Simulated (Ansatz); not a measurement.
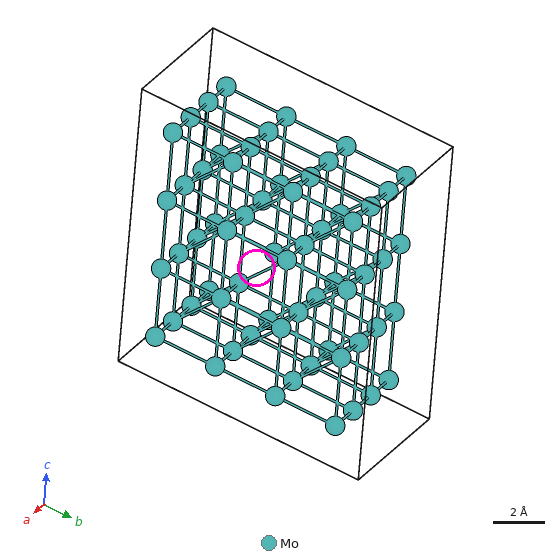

Crystal structure, ball-and-stick style, seen slightly off an axis. Thin lines show the supercell, with boundary atoms drawn in all their periodic places. The host is Mo, in a cell of 64 sites, and the cell is neutral. A ring marks the defect's site.

**Name the defect and give its surroundings.**

A molybdenum vacancy. Around the empty site lie 14 Mo at about 2.7 to 3.1 Å.

The atoms were relaxed in the host's cell with DFT PBE, scalar-relativistic, plane waves, PAW (Ansatz 0.2.0).
